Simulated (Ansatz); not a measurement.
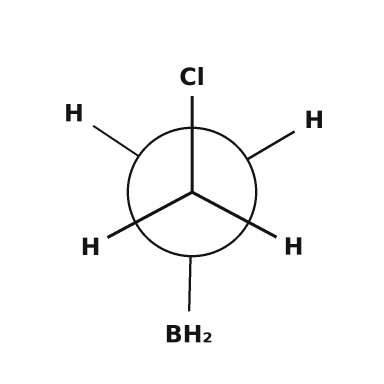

A Newman projection along the Si–C bond, silicon in front; angles are drawn as computed, but eclipsed bonds slightly apart. Computed geometry: PBE-D4/def2-SVP optimisation. No frequency run is at hand to confirm it as a minimum.

Which molecule is it?

CH6BClSi, BC[SiH2]Cl

What is the torsion angle from the front Cl to the back BH2? The sign is positive where the front bond must turn clockwise to cover the back bond.

−179°, antiperiplanar (anti). The conformation about this bond is staggered.
